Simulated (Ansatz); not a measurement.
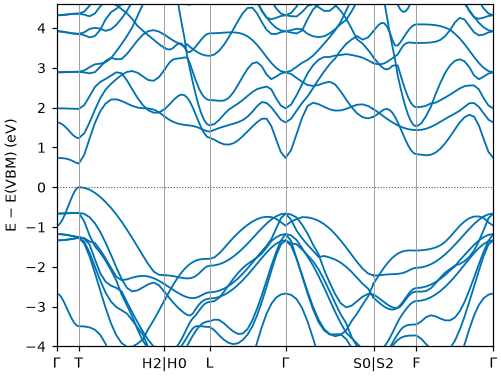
Figure. Band structure from DFT-r²SCAN in the program Ansatz with PAW potentials

Read off the gap and where the band edges lie.

About 0.6 eV (0.60 eV by a search for the band edges); maximum at T, minimum at T.

The material is GaGeTe in space group R-3m (No. 166; Ga on 6c, Ge on 6c, Te on 6c).

The first step of the workflow began from a Materials Project structure, measured or hypothetical; the Crystallography Open Database copy checked does not list it. Its standing as an ambient phase is unchecked. Symmetry was held in the r²SCAN relaxation; its stability against distortions is not shown here. A crystal of weakly bound layers computed without a dispersion correction: the cell and the soft elastic constants depend strongly on that. Spin–orbit coupling is left out wherever it is not named.

Potentials: the earlier of the program's two PAW sets.
